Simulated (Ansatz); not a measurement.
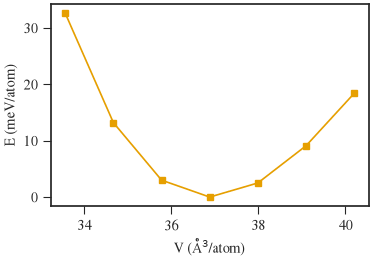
Figure: Bi (A7 (α-As type), R-3m) under volume change, the program Ansatz at the PBE level (PAW), shape and atoms relaxed at each volume.

What does a third-order Birch–Murnaghan fit give for V₀, B₀ and B′?

V₀ = 36.89 Å³/atom, B₀ = 26.0 GPa, B′ = 8.4.

The cell was relaxed with PBE under the symmetry of its start. Spin–orbit coupling is left out wherever it is not named.

Potentials: the earlier of the program's two PAW sets.
